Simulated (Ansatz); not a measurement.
AlH₅N₂S···H₂

The calculation's input:

```
crystal:
  periodic: [false, false, false]
  atoms:
    - {symbol: Al, position_ang: [-0.204450, 0.233010, 0.450384]}
    - {symbol: H, position_ang: [1.590742, -0.578096, -2.026059]}
    - {symbol: N, position_ang: [0.898646, -0.507092, 1.610127]}
    - {symbol: N, position_ang: [-1.518589, -0.681245, -0.293458]}
    - {symbol: H, position_ang: [1.608752, 0.169220, -2.004624]}
    - {symbol: S, position_ang: [0.084134, 2.357302, -0.008669]}
    - {symbol: H, position_ang: [1.572370, 0.004688, 2.154735]}
    - {symbol: H, position_ang: [0.959417, -1.490283, 1.814471]}
    - {symbol: H, position_ang: [-1.787418, -1.615690, -0.033739]}
    - {symbol: H, position_ang: [-2.090980, -0.353510, -1.052795]}
    - {symbol: H, position_ang: [-1.112626, 2.461894, -0.610475]}
basis:
  gaussian: {orbitals: def2-TZVPP}
hamiltonian: {xc: pbe0, dispersion: d4}
output: {orbitals: {seedname: orbitals}}
```

Run with:

```sh
ansatz run in.yaml --threads 4 --pin off --events-out ev --progress --plain --max-ram 9574MiB
```

The product side of a reaction path; geometry: PBE0-D4/def2-TZVP.

Level of theory: RKS PBE0-D4/def2-TZVPP in Ansatz.

> What will maps of the electron density and electron localisation function show?

Al–N (1.76 Å): ρ at the midpoint is about 0.88 e/Å³; the ELF peaks at about 0.90 in the valence shell of N, 0.7 Å from its nucleus, and is about 0.65 at the midpoint.
Al–S (2.19 Å): ρ is about 0.68 e/Å³ halfway; the ELF peaks at about 0.90 in the valence shell of S, 1.0 Å from its nucleus, and is about 0.90 at the midpoint.
N–H (1.01 Å): ρ at the midpoint is about 2.9 e/Å³; the ELF climbs to about 1 towards the hydrogen, as it does in any bond to H (a covalent bond by its length).

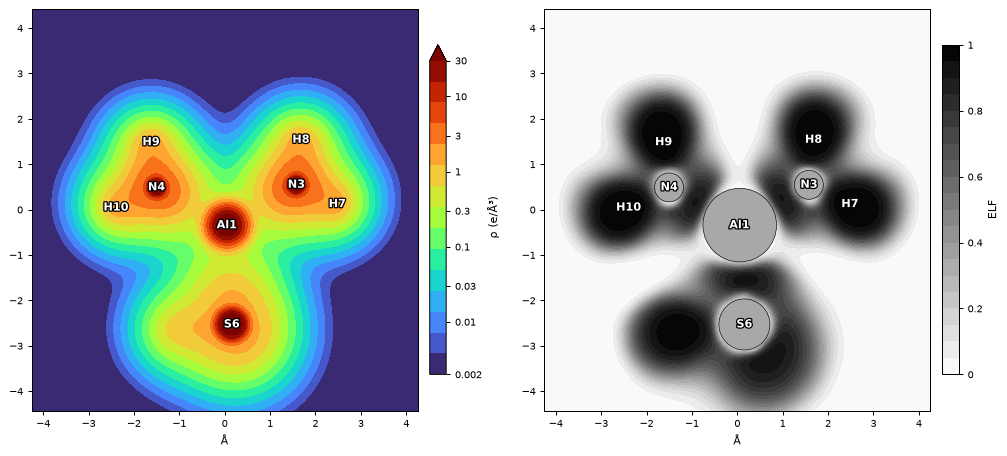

Computed electron density and electron localisation function on the plane of atoms N3, Al1 and N4, in this order. Grey discs cover the atomic cores in the ELF map. 
